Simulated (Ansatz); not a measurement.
# AlHCl2 (SMILES [H][Al]([Cl])[Cl]): CCSDTQ/STO-3G

What is the energy change on altering one bond length of AlHCl2 at CCSDTQ/STO-3G? 

The results are computed with Ansatz 0.2.0.

59 further runs of the same task are left out: 4 that didn't finish, 55 set aside as unsound or not needed.

**1. The system as given**

AlHCl2 has 4 atoms, charge 0, and is taken as a singlet. As SMILES, `[H][Al]([Cl])[Cl]`. Geometry: a GFN2-xTB relaxation, a rough one for these elements and not checked as a minimum.

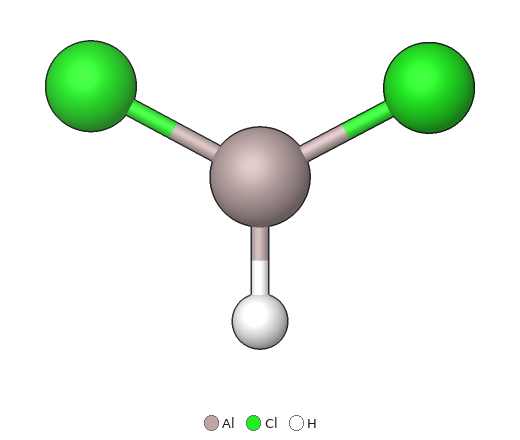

The structure, seen from a chosen angle (aluminium light grey, chlorine green, hydrogen white).

**2. A single-point energy at CCSDTQ/STO-3G**

Input file in.yaml:

```yaml
crystal:
  periodic: [false, false, false]
  atoms:
    - {symbol: Al, position_ang: [-0.047750, -0.080660, -0.000420]}
    - {symbol: Cl, position_ang: [1.971850, -0.182600, 0.014280]}
    - {symbol: Cl, position_ang: [-1.095680, 1.649890, -0.015830]}
    - {symbol: H, position_ang: [-0.828410, -1.386630, 0.001980]}
basis:
  gaussian: {orbitals: STO-3G}
scf: {omitted_lower_state_checks: [cluster_reference, increment]}
total_charge: 0
accuracy: high
correlation: {method: ccsdtq, frozen_orbitals: {Al: 5, Cl: 5, H: 0}}
```

Started as:

```console
$ ansatz run in.yaml --threads 1 --pin off --max-ram 2610MiB --events-out events.jsonl --progress --plain --runs-dir runs
```

Output, shortened:

```text
Warning: RAYON_NUM_THREADS=1 ignored (pool sized by the plan → 1); use --threads N
Functional definition: HF
  name "HF"
[...]
504 factors; integrals over basis functions are off by at most 2.2e-8 eV
[...]
mean field -31264.07331900 eV, -1148.9335029231 hartree, gradient 7.1e-8 eV, S^2 0.000000; 0 other end points of the search recorded, 0 dependent functions left out
15 core orbitals not correlated: weight in the atoms' cores, before any rotation towards them, 0.999 or more for the frozen orbitals, at most 0.000 for the correlated occupied ones
reference -31264.07331900 eV, -1148.9335029231 hartree; 9, 9 occupied and 4, 4 virtual orbitals, 504 factors
second order -0.85869132 eV of doubles, -0.00000000 eV of singles
cycle   1  -1.02625254 eV  change   -1.7e-1 eV  update   4.9e-2
[...]
cycle  19  -1.16904310 eV  change  -7.5e-10 eV  update   1.5e-9
Total energy: -31265.24236210 eV, -1148.9764644648 hartree
Checks for a lower state left out: cluster_reference, increment
```

It took 6 s on 1 thread of Arm Neoverse V1, shared host; peak memory 0.15 GiB.

**3. The distorted shape at the same level**

Input file job.yaml:

```yaml
crystal:
  periodic: [false, false, false]
  atoms:
    - {symbol: Al, position_ang: [-0.552669, -0.055174, -0.004095]}
    - {symbol: Cl, position_ang: [1.971850, -0.182600, 0.014280]}
    - {symbol: Cl, position_ang: [-1.600599, 1.675376, -0.019505]}
    - {symbol: H, position_ang: [-1.333329, -1.361144, -0.001695]}
basis:
  gaussian: {orbitals: STO-3G}
correlation: {method: ccsdtq, frozen_orbitals: {Al: 5, Cl: 5, H: 0}}
accuracy: high
scf: {omitted_lower_state_checks: [cluster_reference, increment]}
```

Started as:

```console
$ ansatz run job.yaml --threads 1 --pin off --max-ram 2610MiB --events-out events.jsonl --progress --plain --runs-dir runs
```

Output, shortened:

```text
Warning: RAYON_NUM_THREADS=1 ignored (pool sized by the plan → 1); use --threads N
[... 2 set-up lines as earlier in the session ...]
[...]
493 factors; integrals over basis functions are off by at most 8.3e-9 eV
[...]
mean field -31262.51281124 eV, -1148.8761553210 hartree, gradient 8.7e-9 eV, S^2 0.000000; 0 other end points of the search recorded, 0 dependent functions left out
15 core orbitals not correlated: weight in the atoms' cores, before any rotation towards them, 0.999 or more for the frozen orbitals, at most 0.000 for the correlated occupied ones
reference -31262.51281124 eV, -1148.8761553210 hartree; 9, 9 occupied and 4, 4 virtual orbitals, 493 factors
second order -0.95639011 eV of doubles, -0.00000000 eV of singles
cycle   1  -1.15122829 eV  change   -1.9e-1 eV  update   6.2e-2
[...]
cycle  25  -1.34363315 eV  change  -1.9e-10 eV  update   1.5e-9
Total energy: -31263.85644440 eV, -1148.9255329285 hartree
Checks for a lower state left out: cluster_reference, increment
```

Run time: 7.2 s. Hardware: 1 thread of Arm Neoverse V1, shared host; peak memory 0.15 GiB.

**4. What came out**

At CCSDTQ/STO-3G, 15 core orbitals frozen:

```
                                                           quantity           value
                                          first shape: total energy  -1148.97646 Eh
          first shape: correlation energy (15 core orbitals frozen)       -43.0 mEh
                                         first shape: T1 diagnostic           0.007
                                      distorted shape: total energy  -1148.92553 Eh
      distorted shape: correlation energy (15 core orbitals frozen)       -49.4 mEh
                                     distorted shape: T1 diagnostic           0.011
energy change with the Al1–Cl2 bond stretched from 2.022 to 2.528 Å        1.386 eV
```

What this shows: With the Al1–Cl2 bond stretched from 2.022 to 2.528 Å the energy rises by 1.39 eV (134 kJ/mol). The first shape isn't relaxed at this level, so the change isn't measured from a minimum. The minimal basis adds a large error of its own.
